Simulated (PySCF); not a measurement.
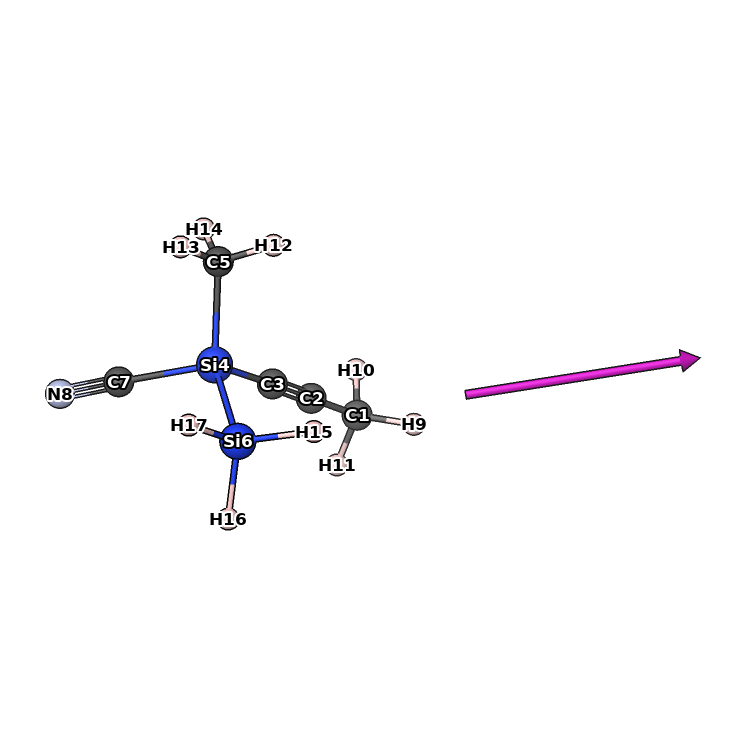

The arrow beside the molecule shows the direction of the dipole moment, from the negative to the positive end (its length means nothing). The geometry was computed by an optimisation with GFN2-xTB. No frequency run is at hand to confirm it as a minimum. Method: PBE0/def2-SVPD, gas phase (PySCF 2.14.0).

Estimate the dipole moment.

Answer. 4.62 D; it points from the side of N8 to the side of H9 (the outermost atoms at the two ends).

The geometry is semi-empirical. Around Si such bond lengths and angles can be off by a tenth of an ångström or more and by several degrees, and values that hang on the shape move with them.
